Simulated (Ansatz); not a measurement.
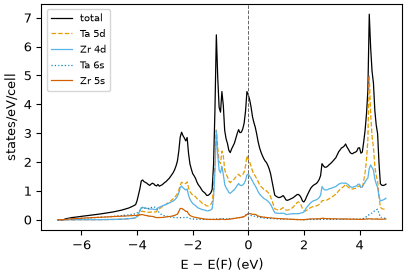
Total and projected density of states of ZrTa (CsCl type, Pm-3m), the program Ansatz at the PBEsol level (PAW)

Question: Which orbitals carry the states next to the Fermi level?

Answer: Within 0.5 eV of the Fermi level: Ta 5d 49 %, Zr 4d 37 %. Projections are on Löwdin-orthogonalised atomic valence shells; empty p or d shells of many metals are not among them.

Question: Where is the tallest occupied peak in this window, and what makes it?

Answer: Near -1.1 eV, about 6.4 states/eV per cell; the largest projected share is Ta 5d.

The start of the workflow was typed in or built on a structure type; neither database checked (COD, Materials Project) lists it. Whether it is the stable phase at ambient conditions was not checked. Symmetry was held in the PBEsol relaxation; whether a distortion lowers the energy is not shown. The run is not spin-polarised. Its formation energy is positive at this level, so the cell may be metastable or incomplete. Scalar-relativistic: spin–orbit coupling is off unless named, which matters more the heavier the elements.

Potentials: the later of the program's two PAW sets.
